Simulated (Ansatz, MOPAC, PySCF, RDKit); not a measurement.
Torsion N1–Si2–Ge3–H8 in GeH7NSi (SMILES N[SiH2][GeH3]); at each angle all else is relaxed with GFN2-xTB, and the levels are single points there.
Geometry at 60° (charge 0, multiplicity 1):
```xyz
10

N      1.6558     0.6722     0.3255
Si     0.6218    -0.6857     0.1118
Ge    -1.5422     0.0816     0.5087
H      2.6509     0.5568     0.2244
H      1.3755     1.5673    -0.0426
H      0.6895    -1.3216    -1.2163
H      1.0668    -1.6669     1.1015
H     -2.0257     1.1843    -0.3940
H     -1.8315     0.6330     1.8734
H     -2.6097    -0.9599     0.3406
```
Energies count from the point at 60°.

Rows in LANL2DZ carry no dispersion term and start afresh at each structure. LANL2DZ brings its own core potentials from Na on. The state reached by PM7 isn't checked; PM7 holds dispersion and hydrogen-bond terms.

Programs: Ansatz (a program for electronic structure); MOPAC for PM7 (differences of heats of formation); PySCF for LANL2DZ rows, the dispersion terms; RDKit for the force fields. Each number belongs to the level named beside it.

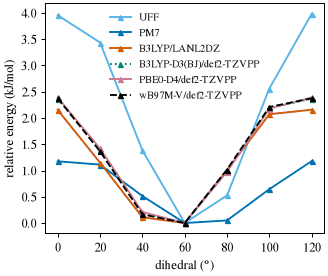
Fig. 1. Relative energy along the coordinate

Problem. Read off the PM7 curve at dihedral = 100.

Solution. about 0.64 kJ/mol
